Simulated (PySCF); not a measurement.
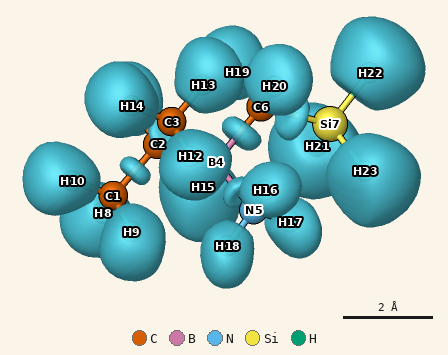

*C4H16BNSi. Isosurface of the electron localisation function at 0.85 (cyan), seen at a tilt. Only the valence region is drawn (cores and ρ < 0.01 e/Å³ removed).*

Geometry: GFN2-xTB.

Theory: PBE0/pcSseg-1, SCF density, gas phase, non-relativistic in PySCF.

The calculation's input:

```
{"job": {"kind": "nmr", "xc": "PBE0", "basis": "pcSseg-1"}, "charge": 0, "multiplicity": 1}
C     -2.108931     1.507868     0.005796
C     -1.194591     0.461256     0.654771
C     -1.894440    -0.901589     0.587278
B      0.327156     0.484216     0.039950
N      0.205502    -0.082266    -1.496248
C      1.364092    -0.523265     0.800198
Si     3.126367    -0.585414     0.123247
H     -1.642606     2.489437     0.032544
H     -2.320268     1.259120    -1.035652
H     -3.065863     1.571145     0.524170
H     -1.124264     0.725302     1.715698
H     -2.112244    -1.189492    -0.443204
H     -1.283364    -1.678162     1.041343
H     -2.845581    -0.873560     1.118947
H      0.754438     1.593967    -0.056426
H     -0.164239    -1.026051    -1.447721
H      1.130721    -0.094949    -1.911466
H     -0.422418     0.514549    -2.023514
H      1.431331    -0.222757     1.847988
H      0.970655    -1.544709     0.824331
H      3.797866     0.714641     0.173321
H      3.956284    -1.578488     0.815099
H      3.109645    -0.993813    -1.307214
```

Command:

```sh
OMP_NUM_THREADS=1 python probes_run.py task.json out
```

### What do the ELF domains correspond to?

At this value the surface marks out two regions between bonded B–C atoms (shared pairs), one region between bonded B–N atoms (shared pairs), two regions between bonded C–C atoms (shared pairs), one region between bonded C–Si atoms (shared pairs) and 16 regions around hydrogen nuclei. Profiles from the grid: C–C (1.53 Å): the ELF peaks at about 0.95 between the atoms; localised, covalent bonding. C–B (1.63 Å): the ELF peaks at about 0.95 between the atoms; localised, covalent bonding.
